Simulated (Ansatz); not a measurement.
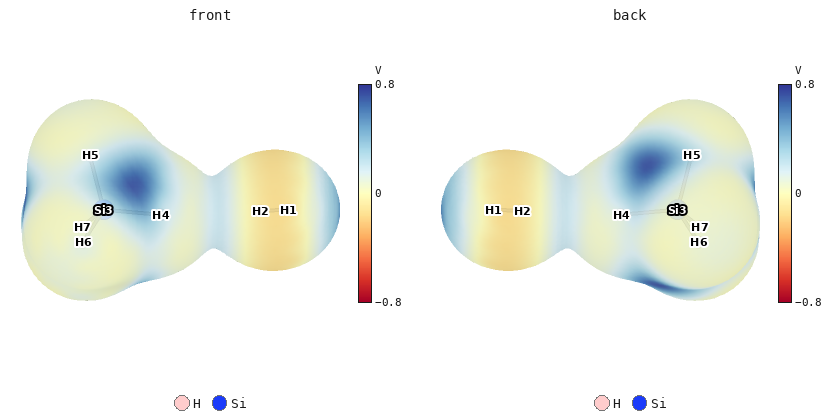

H₂···SiH₄. The electrostatic potential painted on the density surface at 0.001 e/bohr³, seen from the front and from behind; red is negative and blue positive.

Geometry: PBE0-D4/def2-TZVP.

Theory: RKS PBE0-D4/def2-TZVPPD (Ansatz).

The calculation's input:

```
crystal:
  periodic: [false, false, false]
  atoms:
    - {symbol: H, position_ang: [-0.075606, -0.045088, -3.540219]}
    - {symbol: H, position_ang: [-0.058957, -0.011834, -2.794812]}
    - {symbol: Si, position_ang: [0.026938, 0.011318, 1.267789]}
    - {symbol: H, position_ang: [-0.013038, 0.125828, -0.212063]}
    - {symbol: H, position_ang: [-0.290290, -1.383861, 1.663782]}
    - {symbol: H, position_ang: [-0.972346, 0.934913, 1.861391]}
    - {symbol: H, position_ang: [1.383299, 0.368826, 1.754033]}
basis:
  gaussian: {orbitals: "def2-TZVPPD.json"}
hamiltonian: {xc: pbe0, dispersion: d4}
output: {orbitals: {seedname: orbitals}}
```

Command:

```sh
ansatz run in.yaml --threads 2 --pin off --events-out ev --progress --plain --max-ram 5222MiB
```

Q: Describe the electrostatic potential map.

A: The most negative region (about −0.1 V) lies over H1 and H2, the most positive (about +0.7 V) over Si3.
